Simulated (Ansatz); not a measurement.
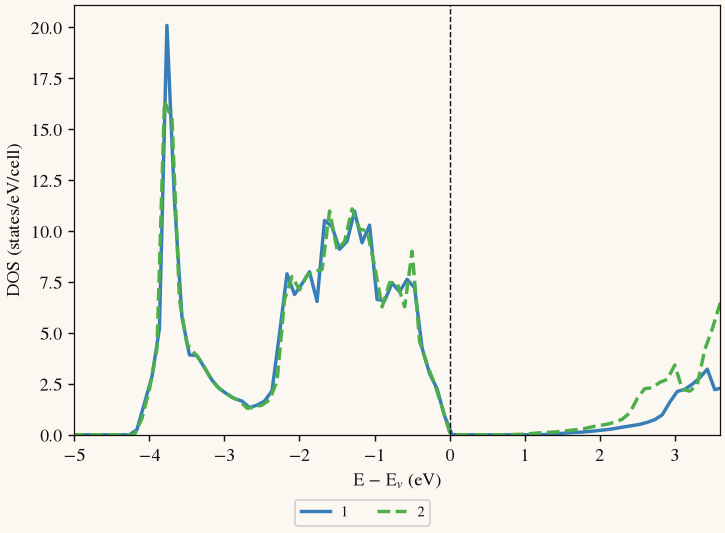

Total densities of states of Cd4Se3S, space group P-43m (No. 215), 8 atoms in the cell, by two methods on the same cell. Each is counted from its own valence-band top.

Question: Which curve is which? The methods: PBE, r2SCAN.

Answer: 1 is r2SCAN; 2 is PBE. r2SCAN gives a gap of 1.07 eV and PBE gives a gap of 0.60 eV.

Settings. r2SCAN: DFT r2SCAN, scalar-relativistic, plane waves, PAW, no spin polarisation, 6×6×6 k mesh, 500 eV cutoff (Ansatz). PBE: DFT PBE, scalar-relativistic, plane waves, PAW, no spin polarisation, 6×6×6 k mesh, 420 eV cutoff (Ansatz 0.2.0).

The structure is an invented one, so it need not be a known or stable phase.
